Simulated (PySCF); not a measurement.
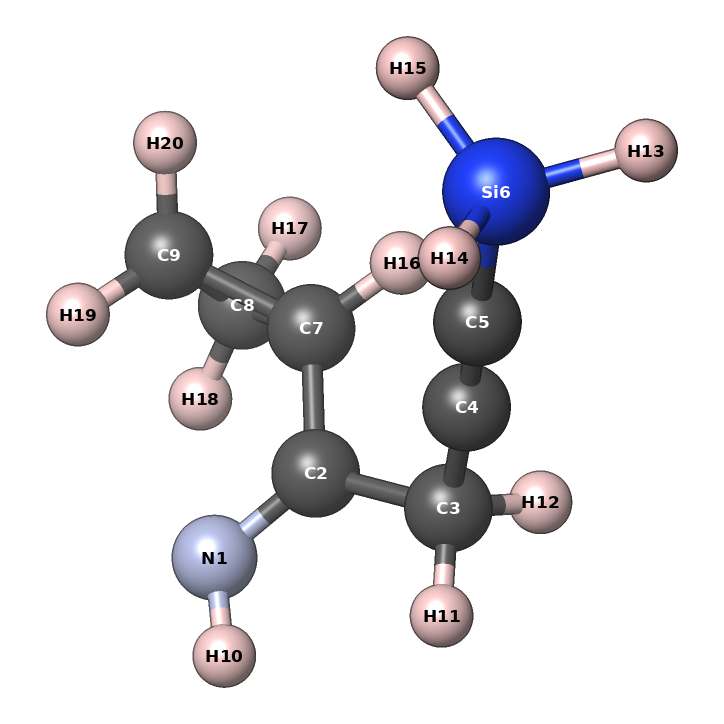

The geometry was computed by an optimisation with GFN2-xTB. No frequency run is at hand to confirm it as a minimum. Electric field gradients from the ground-state density, PBE0/pcSseg-1 (PySCF 2.14.0), non-relativistic apart from any core potentials.

Give the largest field-gradient component, the quadrupole coupling constant and the asymmetry for 14N at N1 (Q = 20.44 mb).

| atom | V_zz (a.u.) | e²qQ/h (MHz) | η |
| --- | --- | --- | --- |
| N1 | −0.931 | −4.47 | 0.17 |

The geometry is semi-empirical. Around Si such bond lengths and angles can be off by a tenth of an ångström or more and by several degrees, and values that hang on the shape move with them.
